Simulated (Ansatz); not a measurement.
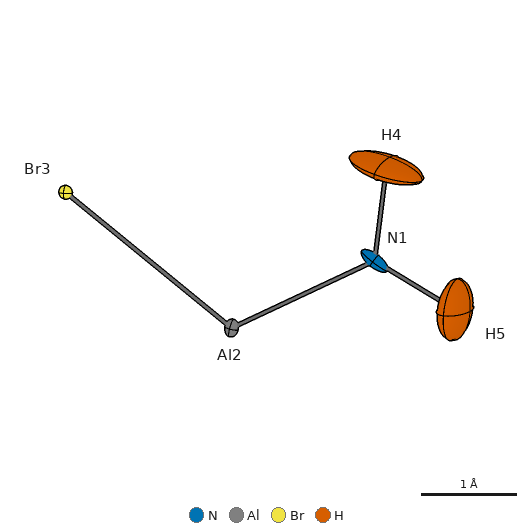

Displacement ellipsoids at the 50 % level, from the internal vibrations of the free molecule (harmonic, no overall translation or rotation; no half-axis is drawn under 0.075 Å). The species is neutral and a spin doublet. Vibrations computed with UKS PBE0-D4/def2-TZVP (Ansatz 0.2.0). Temperature: 400 K.

Question: Which atom has the largest mean-square displacement?

Answer: H4, with U_eq = 0.0509 Å².

Question: Does H4 move more along its bond or across it?

Answer: Across it: the root-mean-square amplitude is 0.089 Å along the bond and up to 0.279 Å across, since bending and torsion are softer than stretching.

Give the displacement parameters, one line for each set of equivalent atoms.

| atom | U_eq (Å²) | rms amplitudes (Å) |
| --- | --- | --- |
| N1 | 0.0050 | 0.031, 0.035, 0.113 |
| Al2 | 0.0019 | 0.011, 0.040, 0.064 |
| Br3 | 0.00033 | 0.002, 0.010, 0.030 |
| H4 | 0.0509 | 0.078, 0.262, 0.279 |
| H5 | 0.0431 | 0.106, 0.213, 0.270 |
